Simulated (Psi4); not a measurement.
**GaSiH7O (SMILES [SiH3][OH+][GaH3-]) at B3LYP/6-31G(d) (spherical functions)**

What is the energy change on altering one bond length of GaSiH7O at B3LYP/6-31G* (spherical functions)? 

The results are computed with Psi4 1.11.

5 further runs of the same task are left out: 3 that didn't finish, 2 set aside as unsound or not needed. Runs told in other sessions of the task aren't counted.

## 1. The molecule

GaSiH7O has 10 atoms, charge 0, and is taken as a singlet. As SMILES, `[SiH3][OH+][GaH3-]`. The shape is that of a PBE0-D4/def2-TZVP optimisation.

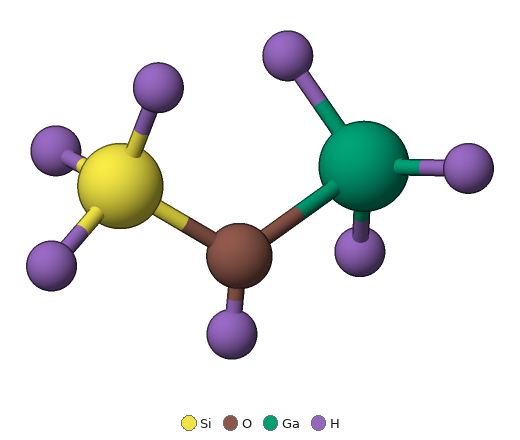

Viewed from a chosen angle; silicon yellow, oxygen brown, gallium teal, hydrogen purple.

## 2. Energy and forces at B3LYP/6-31G(d) (spherical functions)

The input, gah7osi.xyz:

```xyz
10
GaH7OSi
Si    -0.484700     0.680100    -1.289300
O     -0.772200    -0.233700     0.097500
Ga     0.882100    -0.551000     1.475200
H     -1.767100     0.740000    -2.035000
H      0.556000     0.040700    -2.124900
H     -0.069600     2.013200    -0.814500
H     -1.323900    -1.014800     0.010100
H      0.306600     0.146600     2.760300
H      1.885600     0.253500     0.552600
H      0.870300    -2.125600     1.370900
```

The input, run.py:

```python
import psi4

psi4.set_memory(2200000000)
psi4.set_num_threads(1)
psi4.set_output_file('gah7osi.out', False)

with open('gah7osi.xyz') as f:
    atoms = ''.join(f.readlines()[2:])
geom = psi4.geometry('0 1\n' + atoms + 'symmetry c1\nno_reorient\nno_com')

psi4.set_options({
    'reference': 'rks',
    'puream': True,
    'e_convergence': 1e-09,
    'd_convergence': 1e-08,
    'scf_type': 'pk',
    'dft_radial_points': 99,
    'dft_spherical_points': 590,
})

energy_value, wavefunction = psi4.gradient('b3lyp/6-31G*', molecule=geom, return_wfn=True)
psi4.oeprop(wavefunction, 'WIBERG_LOWDIN_INDICES', 'QUADRUPOLE', 'DIPOLE', title='B3LYP')
print('gradient / Eh bohr^-1')
print(energy_value.np.round(6))
print(f'energy = {wavefunction.energy():.10f} Eh')
for k, v in sorted(psi4.core.scalar_variables().items()):
    print(f'{k:45s} {v:18.10f}')
```

Command:

```
$ python run.py
```

gah7osi.out:

```text
[...]
  Running in c1 symmetry.
[...]
  Nuclear repulsion =  256.165787413938176
[...]
  Multiplicity = 1
[...]
  Nalpha       = 30
  Nbeta        = 30
[...]
    Number of basis functions: 78
[...]
   @RKS iter   1: -2291.47605186602732   -1.71309e+00   3.83863e-02 ADIIS/DIIS
[...]
   @RKS iter  12: -2293.55328224059213   -2.27374e-12   3.08939e-09 DIIS
[...]
    Orbital Energies [Eh]
    ---------------------
    Doubly Occupied:
       1A   -372.525709     2A    -66.167760     3A    -45.919969
       4A    -40.676419     5A    -40.673608     6A    -40.673495
       7A    -19.203835     8A     -5.488979     9A     -5.327124
      10A     -3.775621    11A     -3.767806    12A     -3.767468
      13A     -3.687252    14A     -3.684047    15A     -3.683622
      16A     -1.061971    17A     -0.808890    18A     -0.804151
      19A     -0.803783    20A     -0.800789    21A     -0.800616
      22A     -0.612836    23A     -0.524648    24A     -0.470324
      25A     -0.421505    26A     -0.389586    27A     -0.366308
      28A     -0.346398    29A     -0.279423    30A     -0.274891
[...]
  @RKS Final Energy: -2293.55328224059213
   => Energetics <=
    Nuclear Repulsion Energy =            256.1657874139381761
    One-Electron Energy =               -3702.8762451982502171
    Two-Electron Energy =                1239.4941635637342188
    DFT Exchange-Correlation Energy =     -86.3369880200143740
    Empirical Dispersion Energy =           0.0000000000000000
    VV10 Nonlocal Energy =                  0.0000000000000000
    Total Energy =                      -2293.5532822405921252
[...]
  -Total Gradient:
     Atom            X                  Y                   Z
    ------   -----------------  -----------------  -----------------
       1       -0.002204604382    -0.005812690138     0.008774510950
       2       -0.000676590910    -0.001469472428    -0.009082206412
       3       -0.001032932955     0.000004320486    -0.000516471963
       4        0.000368791768    -0.000286158669     0.000683770452
       5       -0.000009400339    -0.000484004176     0.001221354052
       6        0.000255084419    -0.000325372739     0.000688985741
       7        0.004676011348     0.007399600558     0.000284735780
       8        0.000701220097    -0.000884899021    -0.002203293217
       9       -0.001940076777    -0.000613079335     0.000229420422
      10       -0.000137549834     0.002489950373    -0.000081821199
[...]
 Multipole Moments:
 ------------------------------------------------------------------------------------
     Multipole            Electronic (a.u.)      Nuclear  (a.u.)        Total (a.u.)
 ------------------------------------------------------------------------------------
 L = 1.  Multiply by 2.5417464519 to convert [e a0] to [Debye]
 Dipole X            :        -29.0243808           28.0427798           -0.9816010
 Dipole Y            :         17.7096044          -17.7173163           -0.0077119
 Dipole Z            :        -54.3884632           53.2534271           -1.1350361
 Magnitude           :                                                    1.5006355
 L = 2.  Multiply by 1.3450342976 to convert [e a0^2] to [Debye ang]
 Quadrupole XX       :       -178.4465244          149.1875879          -29.2589365
 Quadrupole XY       :         72.0750978          -70.1609960            1.9141018
[...]
```

Standard output:

```text
gradient / Eh bohr^-1
[[-2.205e-03 -5.813e-03  8.775e-03]
 [-6.770e-04 -1.469e-03 -9.082e-03]
 [-1.033e-03  4.000e-06 -5.160e-04]
 [ 3.690e-04 -2.860e-04  6.840e-04]
 [-9.000e-06 -4.840e-04  1.221e-03]
 [ 2.550e-04 -3.250e-04  6.890e-04]
 [ 4.676e-03  7.400e-03  2.850e-04]
 [ 7.010e-04 -8.850e-04 -2.203e-03]
 [-1.940e-03 -6.130e-04  2.290e-04]
 [-1.380e-04  2.490e-03 -8.200e-05]]
energy = -2293.5532822406 Eh
CURRENT ENERGY                                  -2293.5532822406
CURRENT REFERENCE ENERGY                        -2293.5532822406
DD SOLVATION ENERGY                                 0.0000000000
DFT FUNCTIONAL TOTAL ENERGY                     -2293.5532822406
DFT TOTAL ENERGY                                -2293.5532822406
DFT VV10 ENERGY                                     0.0000000000
DFT XC ENERGY                                     -86.3369880200
GRID ELECTRONS ALPHA                               30.0000016502
GRID ELECTRONS BETA                                30.0000016502
GRID ELECTRONS TOTAL                               60.0000033004
NUCLEAR REPULSION ENERGY                          256.1657874139
ONE-ELECTRON ENERGY                             -3702.8762451983
PCM POLARIZATION ENERGY                             0.0000000000
PE ENERGY                                           0.0000000000
SCF ITERATION ENERGY                            -2293.5532822406
SCF ITERATIONS                                     12.0000000000
SCF TOTAL ENERGY                                -2293.5532822406
TWO-ELECTRON ENERGY                              1239.4941635637
XC GRID RADIAL POINTS                              99.0000000000
XC GRID SPHERICAL POINTS                          590.0000000000
XC GRID TOTAL POINTS                           555347.0000000000
```

Wall time 16 s (1 thread of Intel Xeon 6975P-C (Granite Rapids), shared host); peak memory 1.3 GiB.

## 3. The distorted shape: the energy at B3LYP/6-31G(d) (spherical functions)

The input, gah7osi.dat:

```
memory 2.2 GB

molecule {
  0 1
  Si
  O 1 R2
  Ga 2 R3 1 A3
  H 1 R4 2 A4 3 D4
  H 1 R5 4 A5 2 D5
  H 1 R6 5 A6 4 D6
  H 2 R7 1 A7 5 D7
  H 3 R8 2 A8 7 D8
  H 3 R9 8 A9 2 D9
  H 3 R10 8 A10 9 D10

  R2 = 1.685497
  R3 = 2.176108
  A3 = 118.05296
  R4 = 1.484657
  A4 = 106.72622
  D4 = -179.80058
  R5 = 1.479904
  A5 = 109.95331
  D5 = 119.88182
  R6 = 2.6546
  A6 = 111.98743
  D6 = -124.69543
  R7 = 0.960275
  A7 = 117.65245
  D7 = -78.78373
  R8 = 1.57141
  A8 = 100.05588
  D8 = -100.06767
  R9 = 1.582853
  A9 = 118.89619
  D9 = 98.21709
  R10 = 1.578095
  A10 = 119.62106
  D10 = 159.35152
  symmetry c1
  no_reorient
  no_com
}

set {
  basis                6-31G*
  puream               true
  e_convergence        1e-09
  d_convergence        1e-08
  scf_type             pk
  dft_radial_points    99
  dft_spherical_points 590
}

e_tot, wfn = energy("b3lyp", return_wfn=True)
oeprop(wfn, "MULLIKEN_CHARGES", "DIPOLE", "MAYER_INDICES")
print_variables()
```

Command:

```
$ psi4 gah7osi.dat gah7osi.out -n 1
```

gah7osi.out, shortened:

```text
[...]
  Running in c1 symmetry.
[...]
  Nuclear repulsion =  252.604078659380093
[...]
  Multiplicity = 1
[...]
  Nalpha       = 30
  Nbeta        = 30
[...]
    Number of basis functions: 78
[...]
   @RKS iter   1: -2291.32205255358986   -1.72262e+00   3.84479e-02 ADIIS/DIIS
[...]
   @RKS iter  13: -2293.42834001217034   -8.64020e-12   5.95340e-09 DIIS
[...]
  @RKS Final Energy: -2293.42834001217034
   => Energetics <=
    Nuclear Repulsion Energy =            252.6040786593800931
    One-Electron Energy =               -3695.1103588192513598
    Two-Electron Energy =                1235.2876198628584916
    DFT Exchange-Correlation Energy =     -86.2096797151571792
    Empirical Dispersion Energy =           0.0000000000000000
    VV10 Nonlocal Energy =                  0.0000000000000000
    Total Energy =                      -2293.4283400121703380
[...]
 Multipole Moments:
 ------------------------------------------------------------------------------------
     Multipole            Electronic (a.u.)      Nuclear  (a.u.)        Total (a.u.)
 ------------------------------------------------------------------------------------
 L = 1.  Multiply by 2.5417464519 to convert [e a0] to [Debye]
 Dipole X            :         -1.1588727            0.4071072           -0.7517655
 Dipole Y            :         -5.4624000            6.9208871            1.4584871
 Dipole Z            :          9.0134685           -9.5824608           -0.5689923
 Magnitude           :                                                    1.7366889
[...]
  Mulliken Charges: (a.u.)
   Center  Symbol    Alpha    Beta     Spin     Total
       1    SI     6.71783  6.71783  0.00000  0.56434
       2     O     4.35230  4.35230  0.00000 -0.70461
       3    GA    15.57774 15.57774  0.00000 -0.15548
       4     H     0.53002  0.53002  0.00000 -0.06005
       5     H     0.51911  0.51911  0.00000 -0.03822
       6     H     0.53401  0.53401  0.00000 -0.06802
       7     H     0.26506  0.26506  0.00000  0.46989
       8     H     0.49236  0.49236  0.00000  0.01528
       9     H     0.50887  0.50887  0.00000 -0.01773
      10     H     0.50270  0.50270  0.00000 -0.00540
[...]
```

It took 12 s on 1 thread of Intel Xeon 6975P-C (Granite Rapids), shared host; peak memory 1.3 GiB.

## 4. Results

Level: B3LYP/6-31G* (spherical functions).

| quantity | value |
| --- | --- |
| first shape: total energy | -2293.55328 Eh |
| first shape: dipole moment | 3.81 D |
| first shape: HOMO energy | -7.48 eV |
| first shape: LUMO energy | -0.89 eV |
| first shape: HOMO–LUMO gap | 6.59 eV |
| first shape: largest force on an atom | 0.553 eV/Å |
| distorted shape: total energy | -2293.42834 Eh |
| distorted shape: dipole moment | 4.41 D |
| distorted shape: HOMO energy | -7.27 eV |
| distorted shape: LUMO energy | -3.19 eV |
| distorted shape: HOMO–LUMO gap | 4.08 eV |
| energy change with the Si1–H6 bond stretched from 1.475 to 2.655 Å | 3.400 eV |

With the Si1–H6 bond stretched from 1.475 to 2.655 Å the energy rises by 3.40 eV (328 kJ/mol). The first shape isn't relaxed at this level, so the change isn't measured from a minimum. A restricted reference can't describe the breaking bond well at this length. The largest force (first shape) is 0.55 eV/Å: the shape isn't a stationary point for this species at this level. Mulliken charges (distorted shape) run from -0.70 on O2 to +0.56 on Si1.
